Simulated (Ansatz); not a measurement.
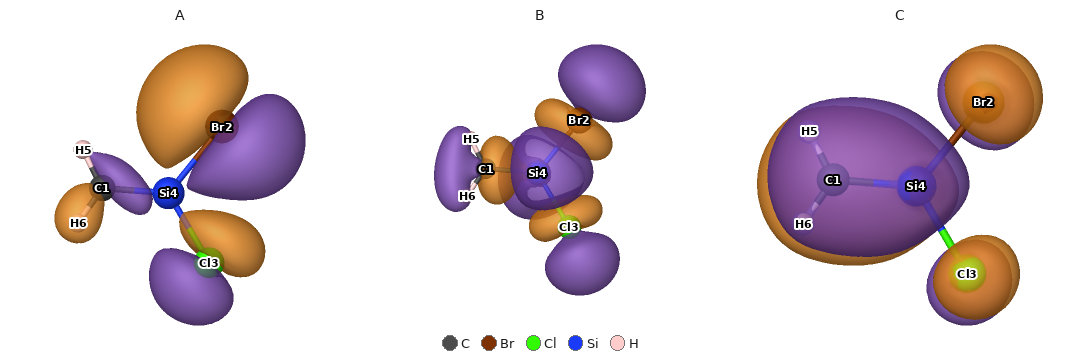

The picture shows: CH₂BrClSi (SMILES C=[Si](Cl)Br). Three frontier orbitals at ±0.05 Å⁻³ᐟ² (orange and purple are the two phases), in no order.

Geometry: PBE0-D3(BJ)/def2-SVP.

Method: isolated molecule in a Gaussian basis; Kohn-Sham density functional theory, functional PBE0 in Ansatz 0.2.0.

```yaml
atoms:
  - { symbol: C, position_ang: [-0.6649, -0.1903, -0.6047] }
  - { symbol: Br, position_ang: [2.0233, -1.0179, -2.5947] }
  - { symbol: Cl, position_ang: [-1.2323, -2.0532, -3.2733] }
  - { symbol: Si, position_ang: [-0.0752, -0.9880, -1.9752] }
  - { symbol: H, position_ang: [0.0087, 0.3645, 0.0516] }
  - { symbol: H, position_ang: [-1.7279, -0.2178, -0.3555] }
```

> Which picture is the HOMO−1, the HOMO and the LUMO?

A is the HOMO−1 (−9.20 eV). By Hirshfeld shares it lies mainly on Br2 (about 80 %) and Cl3 (about 15 %); it is symmetric in the molecular plane (an in-plane orbital: σ, lone-pair or in-plane π type); largely a lone pair of Br2. C is the HOMO (−6.71 eV). Its weight (Hirshfeld) is mainly on C1 (about 50 %), Si4 (about 30 %) and Br2 (about 5 %); it changes sign across the molecular plane (π type); π-bonding across C1–Si4. B is the LUMO (−1.49 eV). It lies mainly on Si4 (about 40 %), Br2 (about 30 %), Cl3 (about 20 %) and C1 (about 10 %); it is symmetric in the molecular plane (an in-plane orbital: σ, lone-pair or in-plane π type).

> What is the HOMO–LUMO gap?

5.22 eV between the orbital energies.
